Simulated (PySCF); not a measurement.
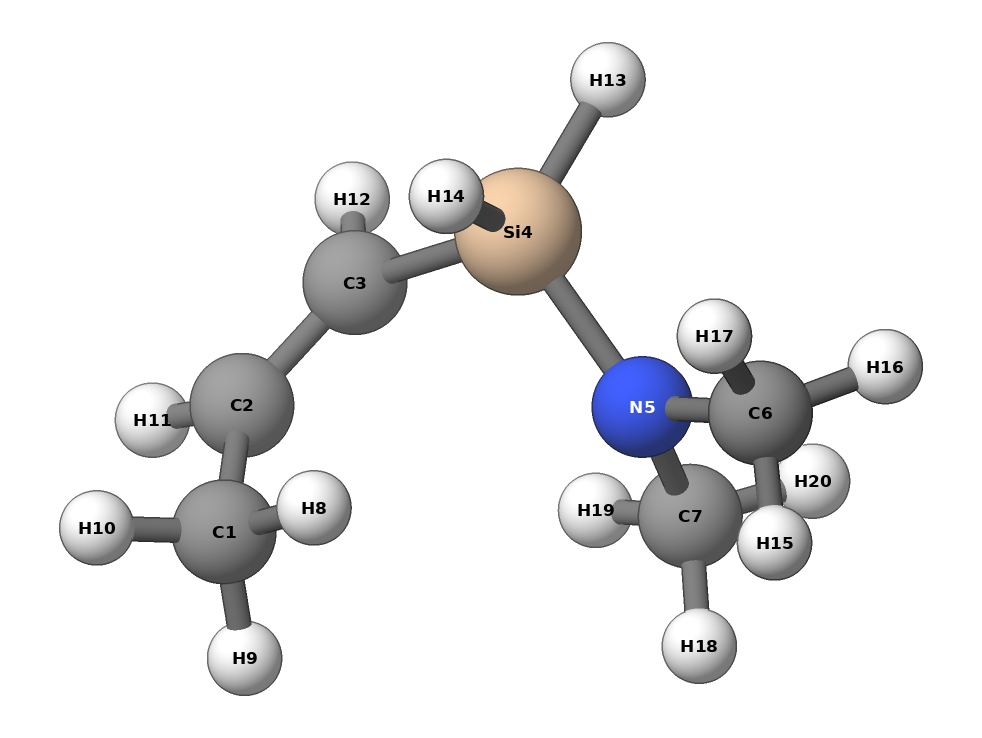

The geometry was computed by an optimisation with GFN2-xTB. No frequency run is at hand to confirm it as a minimum. Electric field gradients from the ground-state density, PBE0/pcSseg-1 (PySCF 2.14.0), non-relativistic apart from any core potentials.

Give the largest field-gradient component, the quadrupole coupling constant and the asymmetry for 14N at N5 (Q = 20.44 mb), 2H at H8 (Q = 2.86 mb), 2H at H9 (Q = 2.86 mb).

| atom | V_zz (a.u.) | e²qQ/h (MHz) | η |
| --- | --- | --- | --- |
| N5 | −1.117 | −5.37 | 0.36 |
| H8 | 0.311 | 0.209 | 0.05 |
| H9 | 0.311 | 0.209 | 0.02 |

The geometry is semi-empirical. Around Si such bond lengths and angles can be off by a tenth of an ångström or more and by several degrees, and values that hang on the shape move with them.
